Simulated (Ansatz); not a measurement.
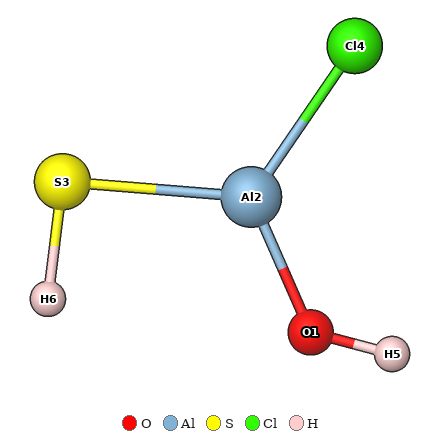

The system is AlClH₂OS, SMILES [OH][Al]([SH])[Cl]; the picture shows the reference structure. First axis: dihedral O1–Al2–S3–H6. Second axis: dihedral H5–O1–Al2–S3. Nothing is relaxed (all other coordinates rigid). The scan uses a 12 × 12 grid; 74 points were computed and 70 follow by symmetry. Points are written as (first, second). All energies are given in eV relative to the relaxed molecule at the same level. These are results of RKS wB97X-V/def2-SVP (Ansatz), not measurements.

Its coordinates:

```yaml
atoms:
  - { symbol: O, position_ang: [0.2775, 1.2716, -0.5351] }
  - { symbol: Al, position_ang: [-0.3502, -0.2405, -0.1136] }
  - { symbol: S, position_ang: [0.7937, -1.4828, 1.2340] }
  - { symbol: Cl, position_ang: [-2.1823, -0.9279, -0.8553] }
  - { symbol: H, position_ang: [-0.1014, 1.9355, -1.1153] }
  - { symbol: H, position_ang: [1.7752, -0.5621, 1.3411] }
```

Range: dihedral O1–Al2–S3–H6 from −180 to 150°; dihedral H5–O1–Al2–S3 from −180 to 150°.

Predict the map.

The lowest grid point is at (0°, −180°), 0.000 eV from the relaxed molecule at the same level. Higher local minima lie near (−180°, −180°) (0.0045 eV above the lowest at that grid point); (−180°, 0°) (0.051 eV above the lowest at that grid point); (0°, 0°) (0.096 eV above the lowest at that grid point). The highest grid point, (−90°, 90°), lies 0.373 eV above the lowest. On the interpolated surface the easiest way out of the lowest well to the well at (0°, 0°) passes a barrier of about 0.13 eV. Round the minimum the two coordinates are weakly coupled (coupling −0.09 in units of the two stiffnesses).

| dihedral H5–O1–Al2–S3 ↓, dihedral O1–Al2–S3–H6 → | −180 | −150 | −120 | −90 | −60 | −30 | 0 | 30 | 60 | 90 | 120 | 150 |
| --- | --- | --- | --- | --- | --- | --- | --- | --- | --- | --- | --- | --- |
| 150 | 0.028 | 0.091 | 0.196 | 0.242 | 0.182 | 0.076 | 0.026 | 0.085 | 0.192 | 0.237 | 0.175 | 0.071 |
| 120 | 0.079 | 0.149 | 0.270 | 0.323 | 0.258 | 0.141 | 0.084 | 0.145 | 0.260 | 0.312 | 0.245 | 0.128 |
| 90 | 0.112 | 0.176 | 0.305 | 0.373 | 0.317 | 0.196 | 0.128 | 0.179 | 0.295 | 0.356 | 0.297 | 0.175 |
| 60 | 0.103 | 0.152 | 0.273 | 0.350 | 0.311 | 0.202 | 0.132 | 0.168 | 0.270 | 0.331 | 0.284 | 0.171 |
| 30 | 0.069 | 0.109 | 0.214 | 0.285 | 0.257 | 0.167 | 0.109 | 0.139 | 0.225 | 0.272 | 0.228 | 0.128 |
| 0 | 0.051 | 0.097 | 0.191 | 0.247 | 0.215 | 0.136 | 0.096 | 0.136 | 0.215 | 0.247 | 0.191 | 0.097 |
| −30 | 0.069 | 0.128 | 0.228 | 0.272 | 0.225 | 0.139 | 0.109 | 0.167 | 0.257 | 0.285 | 0.214 | 0.109 |
| −60 | 0.103 | 0.171 | 0.284 | 0.331 | 0.270 | 0.168 | 0.132 | 0.202 | 0.311 | 0.350 | 0.273 | 0.152 |
| −90 | 0.112 | 0.175 | 0.297 | 0.356 | 0.295 | 0.179 | 0.128 | 0.196 | 0.317 | 0.373 | 0.305 | 0.176 |
| −120 | 0.079 | 0.128 | 0.245 | 0.312 | 0.260 | 0.145 | 0.084 | 0.141 | 0.258 | 0.323 | 0.270 | 0.149 |
| −150 | 0.028 | 0.071 | 0.175 | 0.237 | 0.192 | 0.085 | 0.026 | 0.076 | 0.182 | 0.242 | 0.196 | 0.091 |
| −180 | 0.004 | 0.053 | 0.151 | 0.201 | 0.153 | 0.052 | 0.000 | 0.052 | 0.153 | 0.201 | 0.151 | 0.053 |

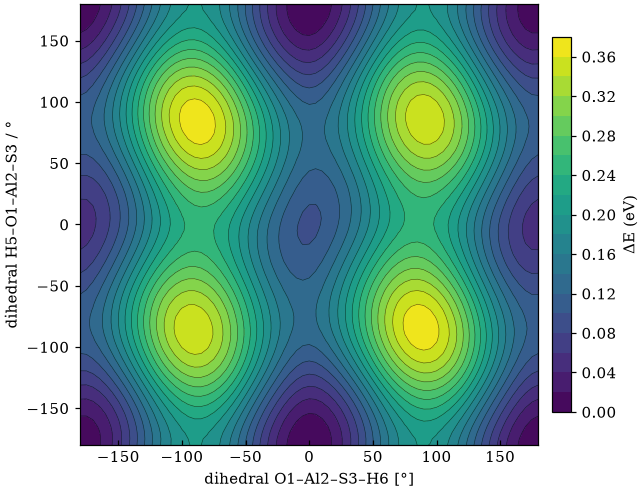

The picture shows filled contours. Between grid points the surface is interpolated.

The whole map (74 points run) took 14 min on 1 thread of Arm Neoverse V2 (shared host).
